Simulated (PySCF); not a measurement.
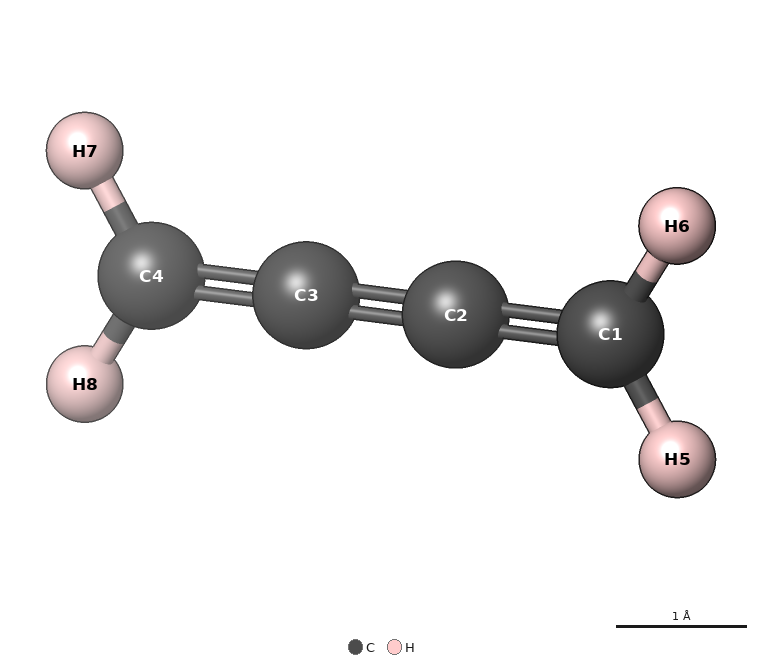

Orthographic view. Depth is shown by fading: the farther an atom, the more it takes the colour of the background. Computed geometry: PBE0-D3(BJ)/def2-SVP optimisation. No frequency run is at hand to confirm it as a minimum.

Write a MOL file (V2000) with the atoms in numerical order, bonds sorted by atom number with the orders drawn, and coordinates in the frame of the picture: x right, y up, z towards the viewer, origin at the mean position.

```
C4H4
                    3D

  8  7  0  0  0  0  0  0  0  0999 V2000
    1.7700   -0.2300    0.8000 C   0  0  0  0  0  0  0  0  0  0  0  0
    0.5800   -0.0700    0.2600 C   0  0  0  0  0  0  0  0  0  0  0  0
   -0.5800    0.0700   -0.2600 C   0  0  0  0  0  0  0  0  0  0  0  0
   -1.7700    0.2300   -0.8000 C   0  0  0  0  0  0  0  0  0  0  0  0
    2.2900   -1.1900    0.7700 H   0  0  0  0  0  0  0  0  0  0  0  0
    2.2900    0.6100    1.2800 H   0  0  0  0  0  0  0  0  0  0  0  0
   -2.2900    1.1900   -0.7700 H   0  0  0  0  0  0  0  0  0  0  0  0
   -2.2900   -0.6100   -1.2800 H   0  0  0  0  0  0  0  0  0  0  0  0
  1  2  2  0
  1  5  1  0
  1  6  1  0
  2  3  2  0
  3  4  2  0
  4  7  1  0
  4  8  1  0
M  END
```
